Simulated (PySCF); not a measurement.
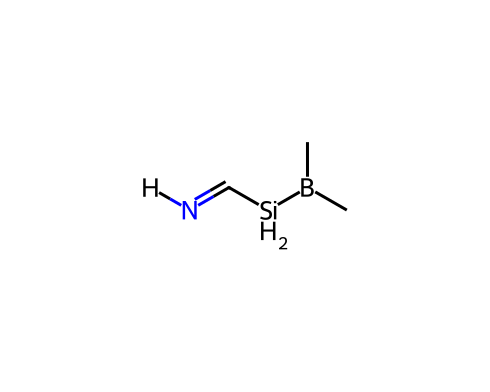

The drawing above gives the connectivity. The computed structure is the end point of a GFN2-xTB optimisation. No frequency run is at hand to confirm it as a minimum.

What does the molecule look like in three dimensions?

The molecule is C3H10BNSi. SMILES: `[H]/N=C/[SiH2]B(C)C`. It has no ring. Among its groups: imine, Si–H bond. This geometry has C1 symmetry. Coordination: 2 C tetrahedral; 1 B trigonal planar; 1 Si tetrahedral; 1 C trigonal planar; 1 N bent.

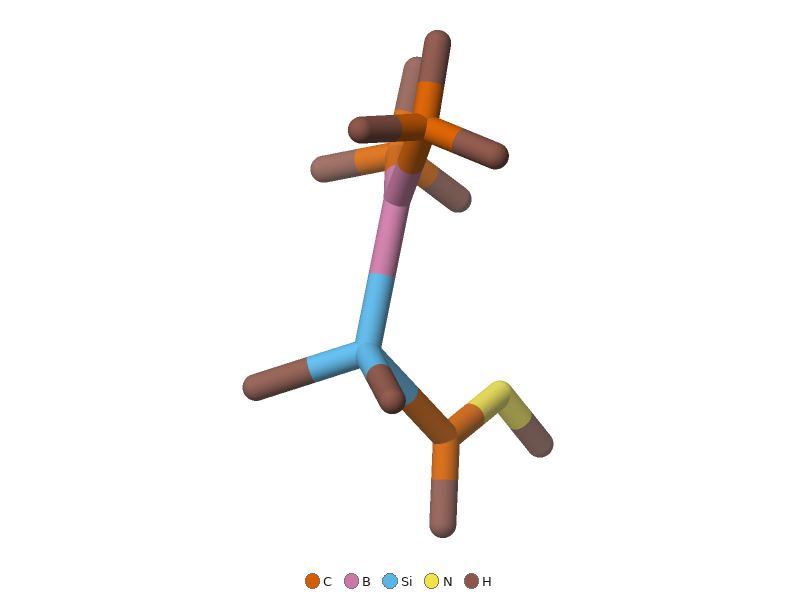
